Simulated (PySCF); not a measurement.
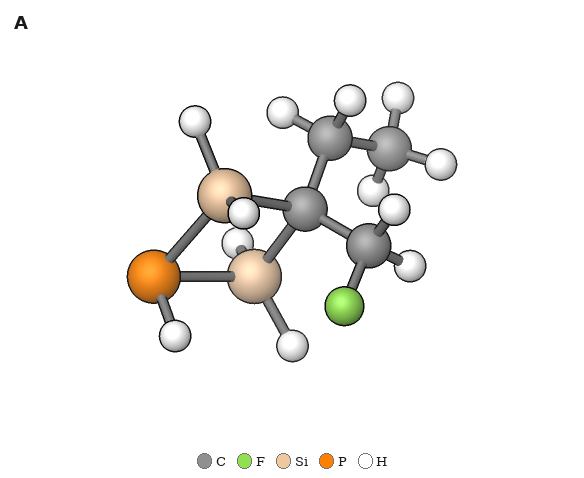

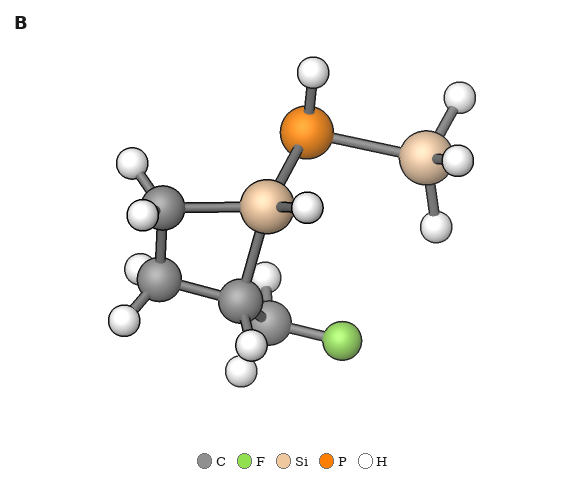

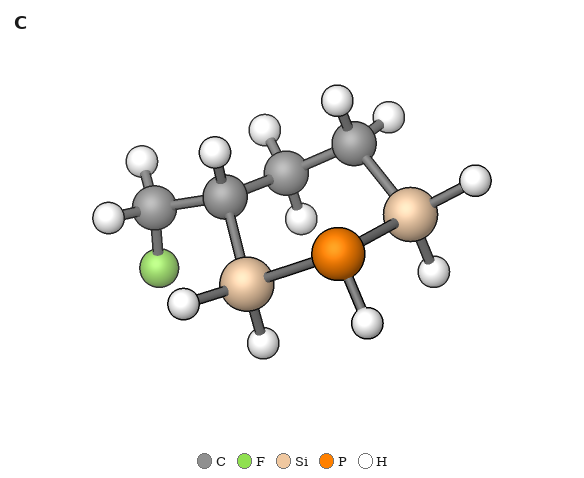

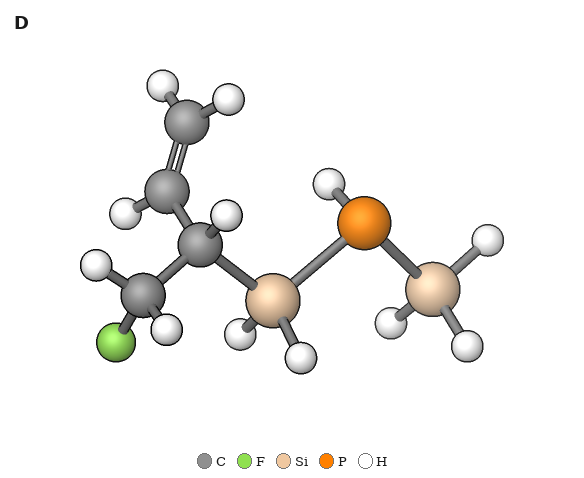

4 stationary structures of one formula. Geometries: GFN2-xTB. Electronic energies: PBE0/pcSseg-1 (PySCF 2.14.0), without zero-point energy. No frequency run is at hand to confirm each as a minimum. Each is one conformer, not always the lowest.

How are they related?

They are constitutional isomers of C4H12FPSi2: A `CCC1(CF)[SiH2]P[SiH2]1`, B `FC[C@@H]1CC[Si@@H]1P[SiH3]`, C `FC[C@@H]1CC[SiH2]P[SiH2]1`, D `C=C[C@@H](CF)[SiH2]P[SiH3]`.

Which structure is the most stable?

C is lowest; A lies 54.1 kJ/mol above it, B lies 88.5 kJ/mol above it, D lies 120.0 kJ/mol above it.

The geometry is semi-empirical. Around P, Si such bond lengths and angles can be off by a tenth of an ångström or more and by several degrees, and values that hang on the shape move with them.
